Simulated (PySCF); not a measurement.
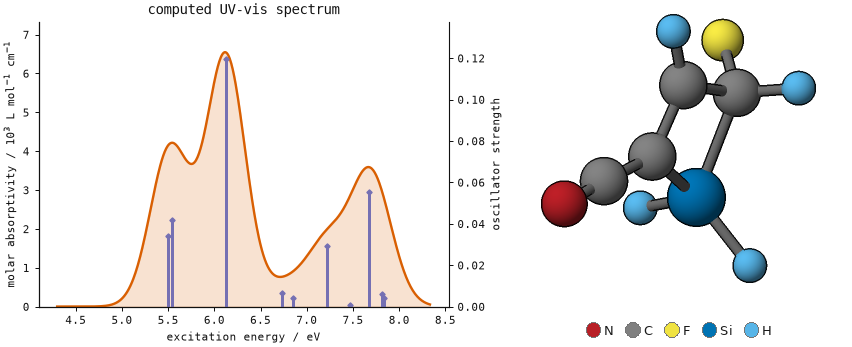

Computed absorption of C₄H₄FNSi, SMILES N#CC1=C[C@H](F)[SiH2]1. Vertical TDDFT excitations, CAM-B3LYP/def2-SVPD, PySCF 2.14.0, at a PBE0-D3(BJ)/def2-SVP geometry (no frequency check), gas phase. The lowest 10 singlet states are shown; each is broadened by a Gaussian of 1/e half-width 0.30 eV. Sticks give oscillator strengths (right axis).

### Which of the computed transitions is the brightest, and what character does the calculation give it?

S3 at 6.12 eV (203 nm), f = 0.120, mainly HOMO−1 → LUMO (60 %).

### Where is the maximum of the broadened curve, and how high is it?

At about 6.1 eV (203 nm), with ε near 6500 L mol⁻¹ cm⁻¹.

Note: core orbitals are frozen in the response.
